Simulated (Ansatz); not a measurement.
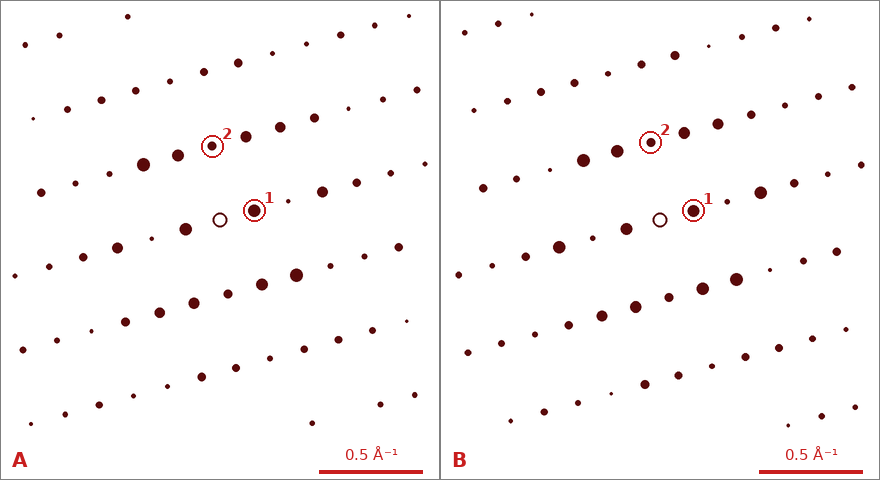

Kinematic electron diffraction patterns (200 kV, B = 0.5 Å², same scale) along [1-10] of the run's own cell, for the start and the end of one relaxation of LiSi2 with DFT PBE, scalar-relativistic, plane waves, PAW in Ansatz. k mesh 18×18×18. The start is a generated model structure, and the relaxation ends in the nearest stationary point of its symmetry, not necessarily the ground state. Spot 1 is -1 -1 -1 and spot 2 is 0 0 -1 in both.

Start structure:

```
Li Si
1.0
     1.53119    0.88403    5.90128
    -1.53119    0.88403    5.90128
     0.00000   -1.76807    5.90128
Li Si
1 2
Direct
  0.00000 0.00000 0.00000
  0.78496 0.78496 0.78496
  0.21504 0.21504 0.21504
```

### Which pattern belongs to the start structure, and which to the relaxed one?

B is the start: its cell gives d(1) = 5.901 Å, d(2) = 2.623 Å and an angle of 81.5°. A is the relaxed structure, with d(1) = 5.794 Å (-1.8 %), d(2) = 2.760 Å (+5.2 %) and 80.9°.

### Summarise the relaxation behind the change.

The volume changed by +9.1 % to 17.42 Å³ an atom; with the mean shift removed, the atoms moved by up to 0.06 Å relative to the cell (Si most); the space group stayed R-3m (No. 166); the free energy fell by 19 meV an atom. Relaxed cell: a = 6.086 Å, b = 6.086 Å, c = 6.086 Å, α = 30.75°, β = 30.75°, γ = 30.75°.
